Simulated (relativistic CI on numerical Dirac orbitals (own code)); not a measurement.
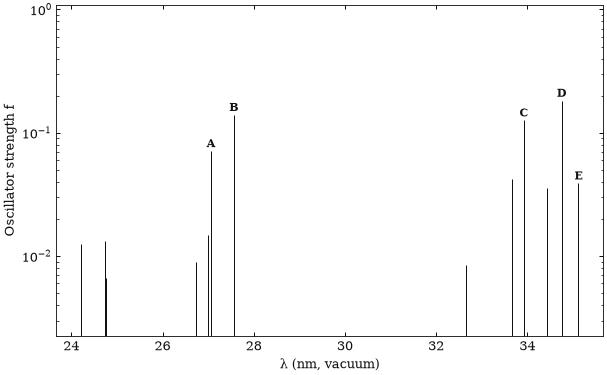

Computed spectrum: absorption lines from the lowest level (oscillator strengths f) of an atom or ion with 39 electrons. The calculation used Dirac CI, KLI exchange-only orbitals, Breit term, model QED, unscaled Slater integrals.

**Identify the ion and assign the lettered lines.**

Rh⁶⁺. A: 4p⁶ 4d² 4f ⁴F°₃/₂ ← 4p⁶ 4d³ ⁴F₃/₂, 27.07 nm, f = 0.071; B: 4p⁶ 4d² 4f J = 5/2 (odd, mixed, level 86) ← 4p⁶ 4d³ ⁴F₃/₂, 27.56 nm, f = 0.14; C: 4p⁶ 4d² 5p ⁴D°₁/₂ ← 4p⁶ 4d³ ⁴F₃/₂, 33.93 nm, f = 0.13; D: 4p⁶ 4d² 5p ⁴F°₃/₂ ← 4p⁶ 4d³ ⁴F₃/₂, 34.76 nm, f = 0.18; E: 4p⁶ 4d² 5p ⁴G°₅/₂ ← 4p⁶ 4d³ ⁴F₃/₂, 35.12 nm, f = 0.039.

Known limits: configurations can be misplaced by up to about 7 % of their energy; only a limited list of configurations is included, so lower levels can be missing; only lines among the lowest 200 of 1147 levels are drawn, so those from 4p⁶ 4d² 5d and 4p⁵ 4d⁴ are incomplete.
